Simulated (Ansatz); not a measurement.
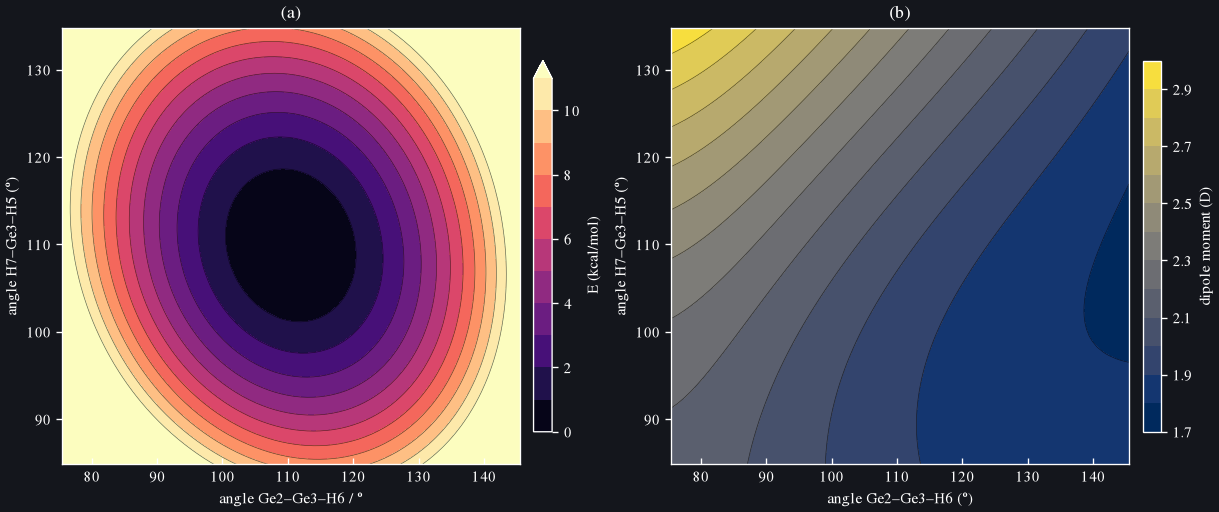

ClGe2H4, SMILES [Cl][GeH][GeH3], spin multiplicity 2. The first coordinate is: angle Ge2–Ge3–H6; the second: angle H7–Ge3–H5. Nothing is relaxed (all other coordinates rigid). Grid: 9 × 9 points. Points are written as (first, second). All energies are given in kcal/mol relative to the lowest grid point. Computed with Ansatz 0.2.0, UKS PBE0-D4/def2-TZVP.

Panel (a) is the energy and panel (b) the computed dipole moment on the same grid.

In the figure: filled contours, one colour for all values above the top of the scale. Between grid points the surface is interpolated.

> How does the dipole moment vary over the map, and what is it at the lowest grid point?

Leaving out the highest fifth of the energies, it runs from 1.78 D at (145.5°, 109.8°) to 2.87 D at (84.2°, 134.8°). At the lowest grid point, (110.5°, 109.8°), it is 2.02 D.
